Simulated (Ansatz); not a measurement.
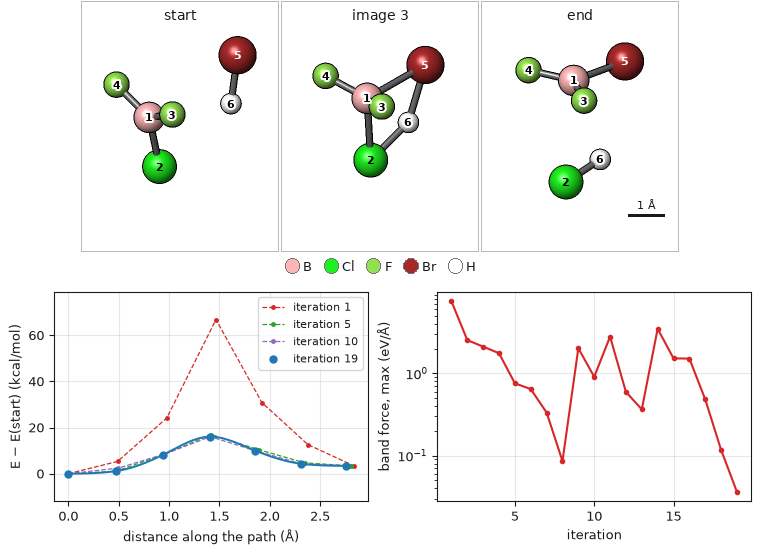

A nudged-elastic-band calculation for BHBrClF$_{2}$, made up at the start of BClF₂ and HBr. Images are numbered from 0 (start) to 6 (end). The plot follows the band through its iterations. A ball-and-stick model, seen from a free direction.

Level of theory: Ansatz 0.2.0, RKS revPBE-D4/def2-SVP. Run with 5 movable images; climbing image; force threshold 0.05 eV/Å; iteration limit 60; starting path through a guess of the saddle point.

### Did the band converge, and can the barrier be trusted?

The result is final at these settings. The band converged in 19 iterations. The largest component of the band force went from 7.5 to 0.036 eV/Å. The climbing image converged on the top of the path. Its vibrational analysis gives one imaginary mode (533i cm⁻¹), as a transition state must have. The first iteration put the highest image at 66.8 kcal/mol. Forward barrier 16.0 kcal/mol, backward barrier 12.6 kcal/mol, with image 3 at the top; the reaction energy is +3.4 kcal/mol.

Limits of the set-up: the start holds two separate molecules, 2.8 Å apart at their closest, whose relative position is a soft coordinate.

The run took 2.2 min on 2 threads of Arm Neoverse V1, on a shared host, peak memory 0.14 GiB.
